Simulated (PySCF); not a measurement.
Molecule: SMILES C[Si](C)(O)S[Si](O)(O)O. Atoms near the plane z = 1.2 Å, at the GFN2-xTB optimised geometry (x, y, z in Å): Si1 (0.9, -0.3, 0.0), O2 (0.4, 1.3, 0.0), O3 (2.5, -0.3, 0.0), S5 (0.2, -1.3, 1.8), Si6 (-1.9, -1.2, 1.4), C7 (-2.6, 0.6, 1.6), C8 (-2.8, -2.3, 2.6), O9 (-2.1, -1.7, -0.1), H10 (0.9, 1.9, 0.5), H11 (3.0, -1.1, 0.0), H13 (-2.4, 1.0, 2.5), H14 (-2.1, 1.3, 0.8), H15 (-3.6, 0.7, 1.4), H16 (-2.5, -3.4, 2.4), H17 (-3.9, -2.3, 2.5).

Level of theory: PBE0/def2-SVP in PySCF. Cells within 0.4 Å of a nucleus heavier than hydrogen are left out (blank, or x). The values are rescaled to run from 0 to 1.

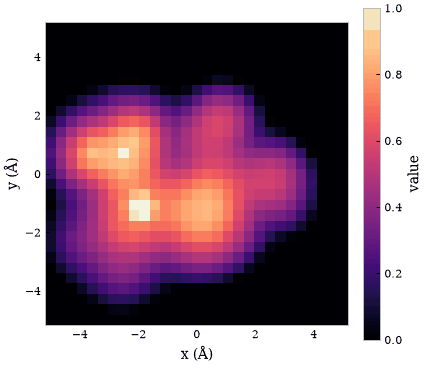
*a field on the plane z = 1.2 Å.*

Task: Which quantity is mapped?
A) electron localisation function
B) Laplacian of the electron density
C) log10 of the electron density
D) electrostatic potential

Result: C, log10 of the electron density. In full: log10 of the electron density (e/bohr³), floored at −4.
